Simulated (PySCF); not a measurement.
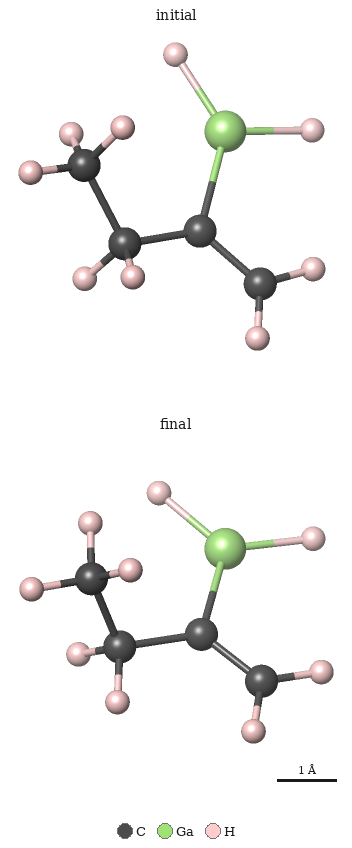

The structure of C4H9Ga before (top) and after (bottom) a relaxation, at one scale.

A ball-and-stick model, seen at a tilt.

The start comes from GFN2-xTB. Its atoms were then displaced at random by about 0.01 Å.

Level of theory: PySCF 2.14.0, density-fitted response routines, PBE0-D3(BJ)/def2-SVP geometry optimisation, gas phase. 

### What changed between the two?

The energy falls by 0.260 eV in 9 geometry steps. An H atom moves most after the best rigid fit: 0.88 Å. Largest moves by element: H 0.88 Å, Ga 0.38 Å, C 0.33 Å. Among the contacts that change: C–Ga 2.019 → 1.963 Å, C–C 1.466 → 1.506 Å, C–H 1.062 → 1.100 Å, Ga–H 1.610 → 1.573 Å. Among the angles between lasting bonds that change: C–Ga–H 131.1° → 121.6°, H–Ga–H 115.0° → 120.8°, C–C–H 118.3° → 122.2°. Groups turn about C–C by about 40°. The run took 72 s on 1 thread of Arm Neoverse V2 (shared host).
